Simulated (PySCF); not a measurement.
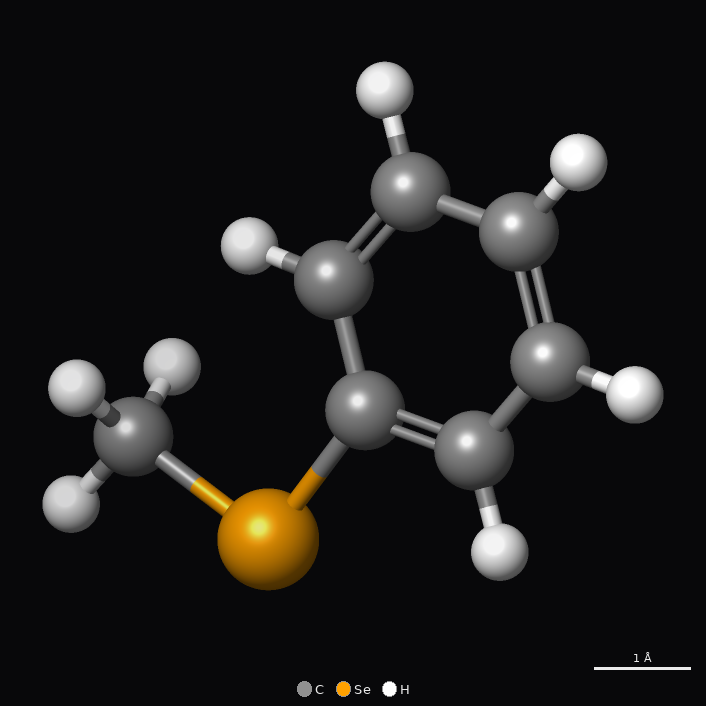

A ball-and-stick model of a molecule. Multiple sticks mark multiple bonds (one Kekulé form).

**Count the atoms of each element.**

C₇H₈Se, 16 atoms: 7 carbon, 8 hydrogen and 1 selenium.

**How many bonds of each kind are drawn?**

8 C–H, 6 C–C, 2 C–Se.

**What is its SMILES?**

C[Se]c1ccccc1

**Describe its rings.**

Independent rings (smallest set): 1 of 6 members, 1 of them aromatic.

More results for the same structure follow; atom numbers are the same in all pictures, views and colours differ. The computed structure is the end point of a PBE0-D3(BJ)/def2-SVP optimisation. No frequency run is at hand to confirm it as a minimum.

Shape

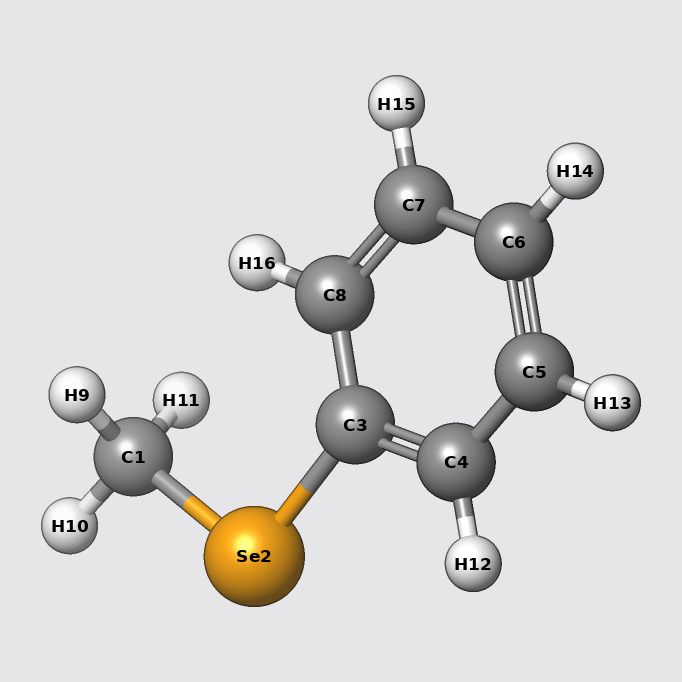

Numbered structure. No frequency run is at hand to confirm it as a minimum.

**What is the geometry at C8?**

C8 has 3 neighbours (C3 at 1.40, C7 at 1.40, H16 at 1.09 Å); the arrangement is trigonal planar.

**How are the neighbours of atom 4 arranged?**

C4 has 3 neighbours (C3 at 1.40, C5 at 1.39, H12 at 1.09 Å); the arrangement is trigonal planar.

**Describe the coordination of atom 1.**

C1 has 4 neighbours (Se2 at 1.93, H9 at 1.10, H10 at 1.10, H11 at 1.10 Å); the arrangement is tetrahedral.

**What is the geometry at C7?**

C7 has 3 neighbours (C6 at 1.39, C8 at 1.40, H15 at 1.09 Å); the arrangement is trigonal planar.

**What is the dihedral angle C4–C5–C6–C7?**

0° in size, that is syn (eclipsed).

Electronic properties

No frequency run is at hand to confirm it as a minimum. Level of theory: PBE0/pcSseg-1, gas phase (PySCF 2.14.0).

What does the calculation give?

- dipole moment: 1.25 D
- HOMO energy (Kohn–Sham orbital): −5.92 eV
- LUMO energy (Kohn–Sham orbital): −0.32 eV
- HOMO–LUMO gap: 5.60 eV

NMR shielding

The questions are on isotropic NMR shieldings of the H atoms. No frequency run is at hand to confirm it as a minimum. Method: GIAO PBE0/pcSseg-1 NMR shielding, non-relativistic, gas phase (PySCF 2.14.0).

Give the isotropic NMR shieldings of the H atoms atom by atom.

```json
{"atom": "H9", "σ (ppm)": "29.04"}
{"atom": "H10", "σ (ppm)": "29.42"}
{"atom": "H11", "σ (ppm)": "29.03"}
{"atom": "H12", "σ (ppm)": "23.97"}
{"atom": "H13", "σ (ppm)": "23.95"}
{"atom": "H14", "σ (ppm)": "24.12"}
{"atom": "H15", "σ (ppm)": "23.87"}
{"atom": "H16", "σ (ppm)": "24.32"}
```

Charges

The questions are on Mulliken charges. No frequency run is at hand to confirm it as a minimum. Method: PBE0/pcSseg-1, gas phase (PySCF 2.14.0).

List the Mulliken charges.

```csv
atom,value (e)
C1,−0.38
Se2,0.03
C3,−0.30
C4,−0.01
C5,−0.09
C6,−0.08
C7,−0.08
C8,−0.03
H9,0.16
H10,0.16
H11,0.16
H12,0.09
H13,0.10
H14,0.10
H15,0.10
H16,0.09
```

Mulliken values depend strongly on the basis set and can even reverse the polarity of a bond.
